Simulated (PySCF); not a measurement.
Run report: C$_{2}$H$_{3}$Si, single-point calculation

System: C$_{2}$H$_{3}$Si, multiplicity 2, SMILES [C]#C[SiH3].
Method: B3LYP/6-311++G(3df,3pd), UKS (PySCF 2.14.0).

The geometry comes from this level: PBE0-D4/def2-TZVP.

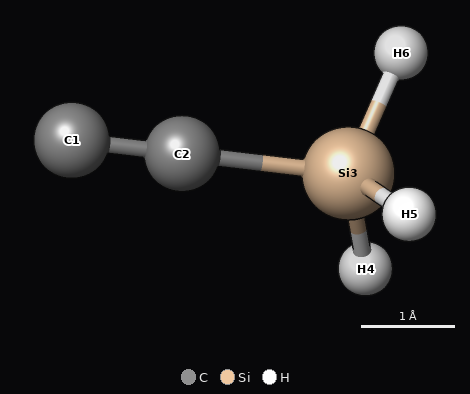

**Figure 1.** The input geometry (ball-and-stick view, seen at a tilt; atoms are numbered from 1 in the order of the input). Bond lengths as drawn: C–C 1.21 Å, C–Si 1.83 Å and H–Si 1.48 Å.

**Input (calc.py)**
```python
# [C]#C[SiH3]
from pyscf import gto, dft

mol = gto.Mole()
mol.atom = [
    ('C', (1.099800, -1.943700, 1.067500)),
    ('C', (0.563900, -0.994100, 0.538900)),
    ('Si', (-0.246300, 0.437400, -0.257000)),
    ('H', (-1.451000, -0.035700, -0.979200)),
    ('H', (0.706200, 1.059100, -1.207200)),
    ('H', (-0.630600, 1.412800, 0.790800)),
]
mol.verbose = 4
mol.max_memory = 1860
mol.charge = 0
mol.basis = '6-311++g(3df,3pd)'
mol.spin = 1
mol.build()

mf = dft.UKS(mol)
mf.xc = 'b3lyp'
mf.grids.level = 4
mf.conv_tol = 1e-10
mf.kernel()
if not mf.converged:
    mf = mf.newton().run(mf.mo_coeff, mf.mo_occ)

etot = mf.e_tot
print('E = %.10f Eh' % etot)
```

Launched with:
```bash
OMP_NUM_THREADS=1 python calc.py
```

**What the program printed**
```
PySCF version 2.14.0

[INPUT] num. atoms = 6
[INPUT] num. electrons = 29
[INPUT] charge = 0
[INPUT] spin (= nelec alpha-beta = 2S) = 1
[INPUT] symmetry False subgroup None
[INPUT] Mole.unit = angstrom
[INPUT] Symbol           X                Y                Z      unit          X                Y                Z       unit  Magmom
[INPUT]  1 C      1.099800000000  -1.943700000000   1.067500000000 AA    2.078320791797  -3.673060668317   2.017282637973 Bohr   0.0
[INPUT]  2 C      0.563900000000  -0.994100000000   0.538900000000 AA    1.065616561642  -1.878576740430   1.018373408528 Bohr   0.0
[INPUT]  3 Si    -0.246300000000   0.437400000000  -0.257000000000 AA   -0.465439544480   0.826566206885  -0.485659614013 Bohr   0.0
[INPUT]  4 H     -1.451000000000  -0.035700000000  -0.979200000000 AA   -2.741992606744  -0.067463222647  -1.850419821174 Bohr   0.0
[INPUT]  5 H      0.706200000000   1.059100000000  -1.207200000000 AA    1.334524589168   2.001408938527  -2.281277377575 Bohr   0.0
[INPUT]  6 H     -0.630600000000   1.412800000000   0.790800000000 AA   -1.191661294151   2.669805068786   1.494395419306 Bohr   0.0

nuclear repulsion = 76.3671329666431
number of shells = 67
number of NR pGTOs = 230
number of NR cGTOs = 179
basis = 6-311++g(3df,3pd)
ecp = {}

******** <class 'pyscf.dft.uks.UKS'> ********
method = UKS
initial guess = minao
damping factor = 0
level_shift factor = 0
DIIS = <class 'pyscf.scf.diis.CDIIS'>
diis_start_cycle = 1
diis_space = 8
diis_damp = 0
SCF conv_tol = 1e-10
SCF conv_tol_grad = None
SCF max_cycles = 50
direct_scf = True
direct_scf_tol = 1e-13
number electrons alpha = 15  beta = 14
XC library pyscf.dft.libxc version 7.0.0
    S. Lehtola, C. Steigemann, M. J.T. Oliveira, and M. A.L. Marques.,  SoftwareX 7, 1–5 (2018)
XC functionals = b3lyp
    P. J. Stephens, F. J. Devlin, C. F. Chabalowski, and M. J. Frisch.,  J. Phys. Chem. 98, 11623 (1994)
radial grids:
    Treutler-Ahlrichs [JCP 102, 346 (1995); DOI:10.1063/1.469408] (M4) radial grids

becke partition: Becke, JCP 88, 2547 (1988); DOI:10.1063/1.454033
pruning grids: <function nwchem_prune>
grids dens level: 4
symmetrized grids: False
atomic radii adjust function: <function treutler_atomic_radii_adjust>
small_rho_cutoff = 0
Set gradient conv threshold to 1e-05
tot grids = 133264
init E= -367.481066842287
  alpha nocc = 15  HOMO = -0.318865458593406  LUMO = -0.0538124805913447
  beta  nocc = 14  HOMO = -0.328591311397732  LUMO = -0.318865458593405

WARN: HOMO -0.318865458593406 >= LUMO -0.318865458593405

cycle= 1 E= -367.341281409004  delta_E= 0.14  |g|= 0.289  |ddm|= 2.48
  alpha nocc = 15  HOMO = -0.278635939205188  LUMO = -0.0020472622211216
  beta  nocc = 14  HOMO = -0.262043166107455  LUMO = -0.218580068997471
  HOMO = -0.262043166107  LUMO = -0.218580068997  gap/eV = 1.18269
cycle= 2 E= -367.258818132481  delta_E= 0.0825  |g|= 0.484  |ddm|= 1.05
  alpha nocc = 15  HOMO = -0.303171178069823  LUMO = -0.0109265743982628
  beta  nocc = 14  HOMO = -0.292839057291648  LUMO = -0.190791589643732
  HOMO = -0.292839057292  LUMO = -0.190791589644  gap/eV = 2.77685
cycle= 3 E= -367.366959688128  delta_E= -0.108  |g|= 0.159  |ddm|= 0.627
  alpha nocc = 15  HOMO = -0.318244320414416  LUMO = -0.0135186455548986
  beta  nocc = 14  HOMO = -0.306672515480787  LUMO = -0.213075085476334
  HOMO = -0.306672515481  LUMO = -0.213075085476  gap/eV = 2.54692
cycle= 4 E= -367.380768642757  delta_E= -0.0138  |g|= 0.0227  |ddm|= 0.272
  alpha nocc = 15  HOMO = -0.312419482272628  LUMO = -0.00972973021707076
  beta  nocc = 14  HOMO = -0.300377410298279  LUMO = -0.201191808735595
  HOMO = -0.300377410298  LUMO = -0.201191808736  gap/eV = 2.69898
cycle= 5 E= -367.381244144423  delta_E= -0.000476  |g|= 0.00676  |ddm|= 0.0761
  alpha nocc = 15  HOMO = -0.314230628694952  LUMO = -0.0104016447333204
  beta  nocc = 14  HOMO = -0.301924721028936  LUMO = -0.201959880290025
  HOMO = -0.301924721029  LUMO = -0.20195988029  gap/eV = 2.72018
cycle= 6 E= -367.381335141721  delta_E= -9.1e-05  |g|= 0.00347  |ddm|= 0.0314
  alpha nocc = 15  HOMO = -0.313704293152766  LUMO = -0.00957717080852587
  beta  nocc = 14  HOMO = -0.301111349045576  LUMO = -0.200147710426656
  HOMO = -0.301111349046  LUMO = -0.200147710427  gap/eV = 2.74736
cycle= 7 E= -367.381382898134  delta_E= -4.78e-05  |g|= 0.00153  |ddm|= 0.0186
  alpha nocc = 15  HOMO = -0.314006367547465  LUMO = -0.00960727653266359
  beta  nocc = 14  HOMO = -0.301293234212196  LUMO = -0.200058154992331
  HOMO = -0.301293234212  LUMO = -0.200058154992  gap/eV = 2.75475
cycle= 8 E= -367.381391267748  delta_E= -8.37e-06  |g|= 0.000516  |ddm|= 0.00718
  alpha nocc = 15  HOMO = -0.314025707185544  LUMO = -0.00956208195198148
  beta  nocc = 14  HOMO = -0.301290584657385  LUMO = -0.200085870925711
  HOMO = -0.301290584657  LUMO = -0.200085870926  gap/eV = 2.75392
cycle= 9 E= -367.381391960013  delta_E= -6.92e-07  |g|= 0.000134  |ddm|= 0.0019
  alpha nocc = 15  HOMO = -0.31400897539724  LUMO = -0.00954779960378739
  beta  nocc = 14  HOMO = -0.301283139480153  LUMO = -0.200067182573494
  HOMO = -0.30128313948  LUMO = -0.200067182573  gap/eV = 2.75423
cycle= 10 E= -367.381391983716  delta_E= -2.37e-08  |g|= 3.32e-05  |ddm|= 0.00039
  alpha nocc = 15  HOMO = -0.314011815841254  LUMO = -0.00955162822732738
  beta  nocc = 14  HOMO = -0.301288465179701  LUMO = -0.200067173616506
  HOMO = -0.30128846518  LUMO = -0.200067173617  gap/eV = 2.75437
cycle= 11 E= -367.381391985582  delta_E= -1.87e-09  |g|= 1.68e-05  |ddm|= 0.000128
  alpha nocc = 15  HOMO = -0.314011850931915  LUMO = -0.0095510128373861
  beta  nocc = 14  HOMO = -0.301288135020468  LUMO = -0.200067443831998
  HOMO = -0.30128813502  LUMO = -0.200067443832  gap/eV = 2.75436
cycle= 12 E= -367.381391986332  delta_E= -7.5e-10  |g|= 1.16e-05  |ddm|= 7.04e-05
  alpha nocc = 15  HOMO = -0.31401199149691  LUMO = -0.0095510384836493
  beta  nocc = 14  HOMO = -0.301288213833894  LUMO = -0.20006628156216
  HOMO = -0.301288213834  LUMO = -0.200066281562  gap/eV = 2.75439
cycle= 13 E= -367.381391987062  delta_E= -7.29e-10  |g|= 8.58e-06  |ddm|= 7.53e-05
  alpha nocc = 15  HOMO = -0.314012344094801  LUMO = -0.00955100585567623
  beta  nocc = 14  HOMO = -0.301288567122814  LUMO = -0.200066135684361
  HOMO = -0.301288567123  LUMO = -0.200066135684  gap/eV = 2.75440
cycle= 14 E= -367.381391988193  delta_E= -1.13e-09  |g|= 6.16e-06  |ddm|= 0.00015
  alpha nocc = 15  HOMO = -0.314011443574577  LUMO = -0.00955052261694969
  beta  nocc = 14  HOMO = -0.301287481129803  LUMO = -0.20006510790058
  HOMO = -0.30128748113  LUMO = -0.200065107901  gap/eV = 2.75440
cycle= 15 E= -367.381391989088  delta_E= -8.95e-10  |g|= 3.35e-06  |ddm|= 0.00022
  alpha nocc = 15  HOMO = -0.314012434146578  LUMO = -0.00955098210219019
  beta  nocc = 14  HOMO = -0.301288451889276  LUMO = -0.200066404373919
  HOMO = -0.301288451889  LUMO = -0.200066404374  gap/eV = 2.75439
cycle= 16 E= -367.3813919892  delta_E= -1.12e-10  |g|= 9.56e-07  |ddm|= 9.34e-05
  alpha nocc = 15  HOMO = -0.314012192221199  LUMO = -0.00955087949042664
  beta  nocc = 14  HOMO = -0.301288252608746  LUMO = -0.200066315150196
  HOMO = -0.301288252609  LUMO = -0.20006631515  gap/eV = 2.75439
cycle= 17 E= -367.381391989202  delta_E= -1.82e-12  |g|= 1.89e-07  |ddm|= 1.46e-05
  alpha nocc = 15  HOMO = -0.314012204762687  LUMO = -0.00955090872295388
  beta  nocc = 14  HOMO = -0.301288287004567  LUMO = -0.200066326579775
  HOMO = -0.301288287005  LUMO = -0.20006632658  gap/eV = 2.75439
```

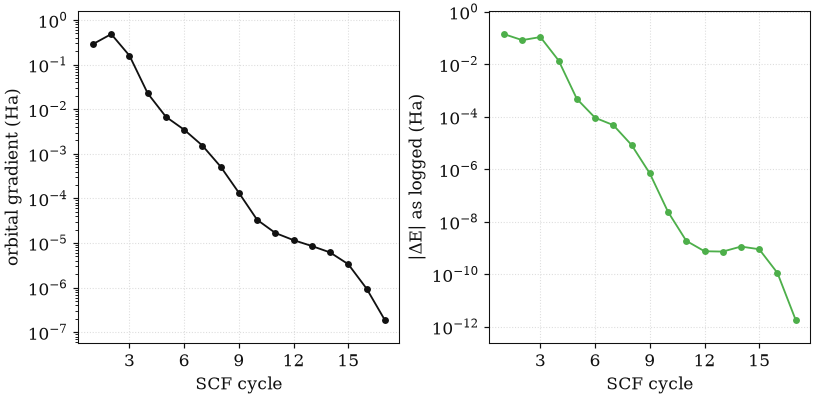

**Figure 2.** Convergence of the self-consistent field: orbital gradient and size of the energy change against the SCF cycle. The residual falls almost steadily, with no more than small rises.

```
Extra cycle  E= -367.381391989202  delta_E= -7.96e-13  |g|= 2.17e-07  |ddm|= 5.49e-07
converged SCF energy = -367.381391989202  <S^2> = 0.77248594  2S+1 = 2.0223609
E = -367.3813919892 Eh
```

**Summary**

```csv
quantity,value
outcome,converged
total energy,−367.381392 hartree
basis functions,179
⟨S²⟩,0.772
dipole moment,0.73 D
hardware,"1 thread of Arm Neoverse V2, 24 GiB of memory available, shared host"
wall time,83 s
peak memory,1.6 GiB
```

**Notes**

The record of the run, not the program, notes: logged alpha LUMO and gap are faulty.
